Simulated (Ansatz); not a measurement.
**GeH6SO: single-point calculation**

System: GeH6SO.
Method: RKS PBE0-D4/def2-TZVPP (Ansatz 0.2.0).

The geometry is the reactant side of a reaction. The reaction was set up to form Ge1–S7 and O2–H6 and to break Ge1–O2 and H6–S7 (atoms counted from 1 in the order of the input); sticks are drawn by distance alone. The geometry comes from this level: PBE0-D4/def2-TZVP.

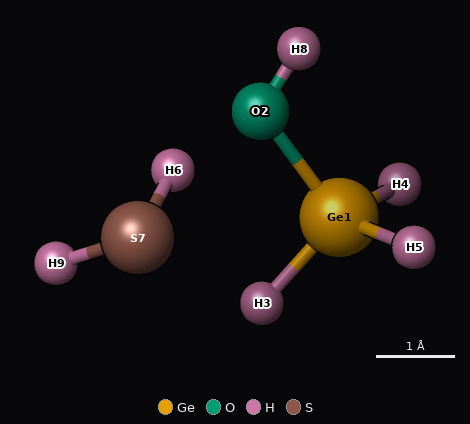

The structure as given in the input (ball-and-stick view, seen at a tilt; atoms are numbered from 1 in the order of the input). Sticks mark near contacts.

## Summary

```tsv
quantity	value
outcome	converged
total energy	−69486.9694 eV
mean-field energy	−69486.8526 eV
dispersion energy	−0.1168 eV
SCF solution under orbital rotations	stable
HOMO	−7.11 eV
LUMO	−0.15 eV
hardware	4 threads of Arm Neoverse V1, 23 GiB of memory available, shared host
wall time	2.2 s (CPU time 8.1 s)
peak memory	0.46 GiB
```

## Input
```yaml
crystal:
  periodic: [false, false, false]
  atoms:
    - {symbol: Ge, position_ang: [-1.276215, -0.491173, 0.317679]}
    - {symbol: O, position_ang: [0.159909, 0.162397, 1.170240]}
    - {symbol: H, position_ang: [-0.711273, -1.591562, -0.580872]}
    - {symbol: H, position_ang: [-2.257011, -1.049966, 1.365177]}
    - {symbol: H, position_ang: [-1.946553, 0.629418, -0.494707]}
    - {symbol: H, position_ang: [1.491306, 0.760454, -0.382164]}
    - {symbol: S, position_ang: [1.963976, 0.975579, -1.627212]}
    - {symbol: H, position_ang: [-0.069868, 0.783920, 1.864415]}
    - {symbol: H, position_ang: [2.645729, -0.179169, -1.632555]}
basis:
  gaussian: {orbitals: def2-TZVPP}
hamiltonian: {xc: pbe0, dispersion: d4}
output: {orbitals: {seedname: orbitals}}
```

Run as:
```bash
ansatz run in.yaml --threads 4 --pin off --events-out ev --progress --plain --max-ram 9574MiB
```

## Output
```
Functional definition: PBE0
  name "PBE0"
  cite "Adamo & Barone, J. Chem. Phys. 110, 6158 (1999) doi:10.1063/1.478522"
  cite "Perdew, Burke & Ernzerhof, Phys. Rev. Lett. 77, 3865 (1996) doi:10.1103/PhysRevLett.77.3865"
  parent pbe
  parameter a = 0.25
  parameter kappa = 0.804
  parameter beta = 0.06672455060314922
  exchange = (1 - a)*pbe_x(kappa = kappa, mu = beta*pi^2/3) + a*exact_x
  correlation = pbe_c(beta = beta)
1221 factors; their error is unknown
mean field evaluation 1: about -69481.9620 eV, gradient 5.5e1 eV
mean field evaluation 2: about -69470.5575 eV, gradient 9.5e1 eV
mean field evaluation 4: about -69486.5533 eV, gradient 3.3e0 eV
mean field evaluation 8: about -69486.5674 eV, gradient 3.4e-2 eV
mean field evaluation 16: about -69486.8526 eV, gradient 2.7e-5 eV
mean field -69486.85256414 eV, -2553.5947318518 hartree, gradient 2.7e-5 eV, S^2 0.000000; 0 other end points of the search recorded, 0 dependent functions left out
reference -69486.85259506 eV, -2553.5947329880 hartree; 31, 31 occupied and 174, 174 virtual orbitals, 1221 factors
Total energy: -69486.96939290 eV, -2553.5990252296 hartree
```

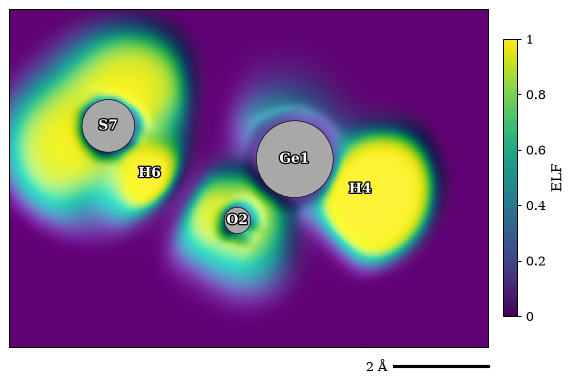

Electron localisation function on the plane of atoms O2, Ge1 and H4. Grey discs, where drawn, cover atomic cores. Atoms in the plane: Ge, O, H and S. O2···H6 (2.13 Å): the ELF is only about 0.05 between them (a non-bonded, intermolecular contact). Ge–O (1.79 Å): the ELF peaks at about 0.85 in the valence shell of O, 0.6 Å from its nucleus, and is about 0.35 at the midpoint. S–H (1.35 Å): the ELF climbs to about 1 towards the hydrogen, as it does in any bond to H. Ge–H (1.54 Å): the ELF climbs to about 1 towards the hydrogen.

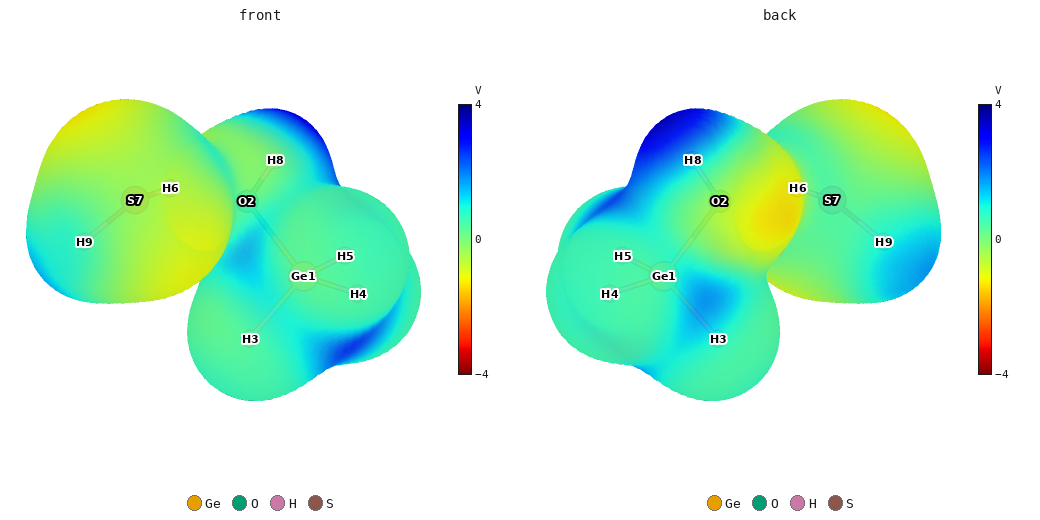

The molecular electrostatic potential painted on the density surface at 0.004 e/bohr³, seen at a tilt and from behind; red is negative and blue positive.

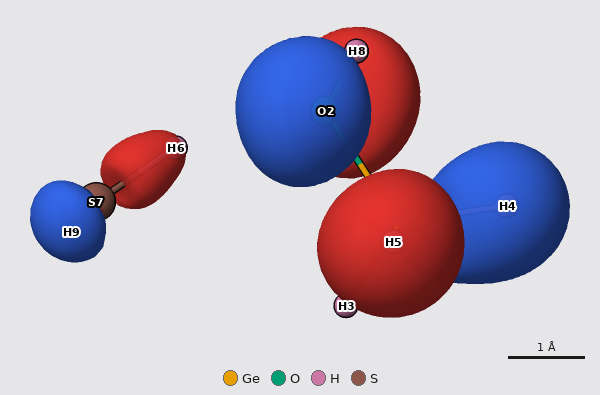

The HOMO−1 at ±0.1 Å⁻³ᐟ² (blue and red are the two phases), seen face on. Its weight (Hirshfeld) is mainly on O2 (55 %), Ge1 (15 %), H5 (10 %) and H4 (10 %). Its energy is −8.68 eV.

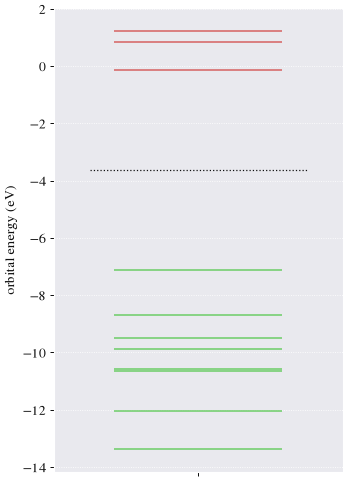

Orbital energies near the frontier; the dotted line parts filled from empty levels, and levels within 0.02 eV of each other stand side by side. Highest filled −7.11 eV, lowest empty −0.15 eV, 6.96 eV apart.
